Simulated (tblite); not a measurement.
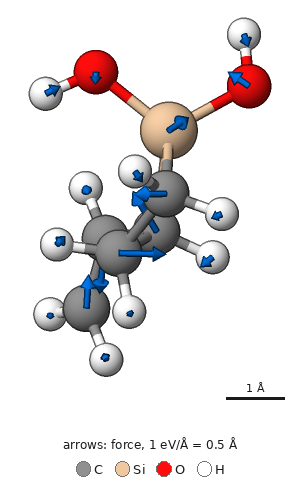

Starting geometry of C$_{5}$H$_{10}$O$_{2}$Si with the computed forces as blue arrows. A ball-and-stick model, seen from a free direction.

The calculation used GFN2-xTB geometry optimisation, gas phase (tblite). 

Q: Is this structure relaxed? If not, where do the atoms go?

A: It isn't relaxed: the largest force vector, on a C atom, is 2.24 eV/Å. The final displacements have little in common with the starting forces (cosine between the two patterns 0.16). The atom that moves furthest after the best rigid fit is an H atom (1.92 Å). By element the largest moves are H 1.92 Å, C 0.64 Å, O 0.52 Å, Si 0.16 Å. Some distances before and after: C–C 1.593 → 1.548 Å, C–Si 1.867 → 1.903 Å, C–C 1.570 → 1.546 Å, C–C 1.346 → 1.323 Å. Bond angles that change, for instance: C–C–C 95.2° → 101.0°, C–C–C 119.7° → 125.2°, C–C–H 120.6° → 115.3°. Groups turn about C–C by about 80°, C–C by about 25°, C–C by about 20°. After 170 geometry steps the energy has fallen by 11.7 kcal/mol. Cost: 2.1 s on 1 thread of Arm Neoverse N1, on a shared host.
